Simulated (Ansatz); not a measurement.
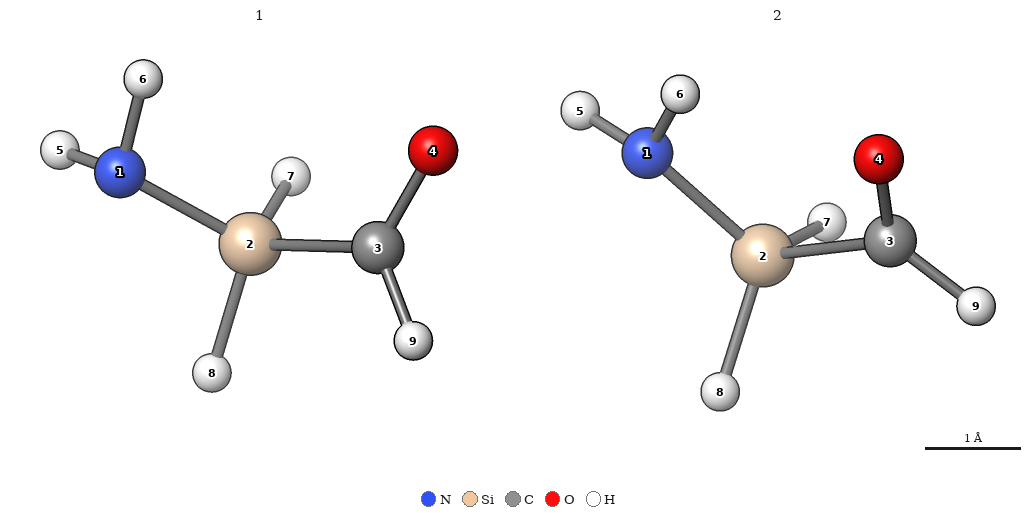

Two geometries of CH₅NOSi, drawn at one scale. One is the start of a relaxation, the other its converged end. Style: ball-and-stick. Shown at a tilt.

Theory: RKS PBE-D4/def2-SVP (Ansatz). (no spin polarisation; force threshold 0.015 eV/Å; at most 40 steps)

Which of the two is the end point?

Answer. Structure 2 is the relaxed one. The run prepares an end point of a later path (torsion) calculation, from a guessed geometry. Over 17 accepted moves (20 points after the start) the energy falls by 14.9 kcal/mol. Largest force component: 4.2 eV/Å at the start, 0.0067 eV/Å at the end. The line search rejected the trial steps at points 8, 11, 19 of the run. O4 moves most after the best rigid fit: 0.90 Å. Largest moves by element: O 0.90 Å, H 0.73 Å, N 0.25 Å, Si 0.23 Å, C 0.11 Å. Some distances before and after: Si2–C3 1.857 → 1.946 Å, N1–Si2 1.647 → 1.729 Å, N1–H6 1.074 → 1.027 Å, N1–H5 1.058 → 1.020 Å. Among the angles between lasting bonds that change: Si2–N1–H5 111.1° → 124.4°, N1–Si2–C3 113.3° → 100.8°, H5–N1–H6 100.9° → 112.5°. Groups turn about Si2–C3 by about 60°.
